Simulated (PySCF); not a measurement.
Molecule: H4O2SeSi, SMILES O[SiH](O)[SeH]. Atoms near the plane z = 0.0 Å, at the B3LYP/def2-SVP optimised geometry (x, y, z in Å): Si1 (-0.9, -0.3, 0.0), O2 (0.8, -0.3, 0.0), H5 (-1.3, 1.1, 0.0), H6 (1.3, -1.1, 0.1).

Computed with B3LYP/def2-TZVP run with PySCF. Cells within 0.4 Å of a nucleus heavier than hydrogen are left out (blank, or x). The values are rescaled to run from 0 to 1.

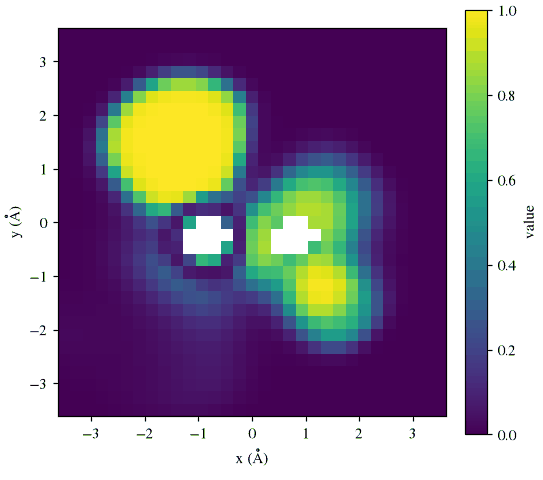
a field on the plane z = 0.0 Å.

Question: Which quantity is mapped?
A. Laplacian of the electron density
B. log10 of the electron density
C. electron localisation function
D. electrostatic potential

Answer: C, electron localisation function
